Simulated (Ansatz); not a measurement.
The parent structure is GaN (space group P4_2/mnm, No. 136; a = 5.4704 Å, c = 3.1829 Å; a hypothetical phase, not in the database extracts checked).

Perturbation: a hydrostatic pressure of 0.7 GPa.

All numbers come from plane-wave PAW DFT at the PBEsol level (Ansatz, an electronic-structure program, 420 eV), without spin-orbit coupling.

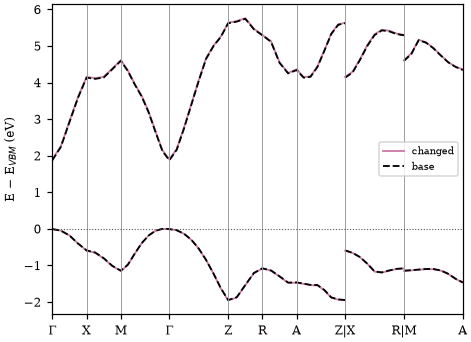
Fig. 1. Highest valence and lowest conduction band along the path, each from its own valence-band maximum

The gap is 1.90 eV, indirect, M–Γ (86 % along) → Γ; the base has 1.87 eV.

Load acts through the strain it causes; cell and atoms are relaxed under it. Stability against distortions was not tested.
